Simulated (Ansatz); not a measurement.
## Ligand exchange: C2H3F3 + SiH2(NH2)(SiH3) → SiH3(CF3) + SiH2(CH3)(NH2)

Species: C2H3F3 (1,1,1-trifluoroethane) `CC(F)(F)F`, singlet; SiH2(NH2)(SiH3), singlet; SiH3(CF3), singlet; SiH2(CH3)(NH2), singlet. The partners trade CH3 for SiH3: C–CH3 and Si–SiH3 bonds give way to C–SiH3 and Si–CH3.

Shapes, held fixed at every level: PBE0-D4/def2-TZVP. Flexible molecules stand in one conformer, not always the lowest. Programs: Ansatz 0.2.0. Electronic energies: no zero-point or thermal term.

```
               level                    kind  ΔE (kJ/mol)  less CCSD(T)/CBS estimate
       HF/def2-TZVPP            Hartree–Fock        +22.5                       +5.5
 B3LYP-D4/def2-TZVPP           global hybrid        +15.0                       -2.0
 BHLYP-D4/def2-TZVPP           global hybrid        +19.4                       +2.4
  wB97M-V/def2-TZVPP  range-separated hybrid        +11.6                       -5.4
      MP2/def2-TZVPP     perturbation theory        +14.4                       -2.6
    CCSD(T)/def2-SVP   coupled cluster or CI        +35.8                      +18.8
     CCSD/def2-TZVPP   coupled cluster or CI        +20.9                       +3.9
CCSD(T)/CBS estimate   coupled cluster or CI        +17.0                        0.0
```

The highest level, CCSD(T)/CBS estimate, gives ΔE = +17.0 kJ/mol; the levels span +11.6 to +35.8. The column of differences is taken from that level and isn't an error. No measured value is set beside it here. The CBS estimate extrapolates MP2 from def2-TZVPP and def2-QZVPP and adds CCSD(T) − MP2 in the triple-zeta set, cores frozen.

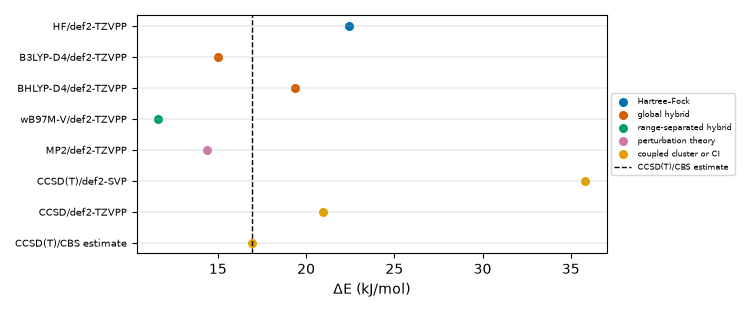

The values of the table, level by level.
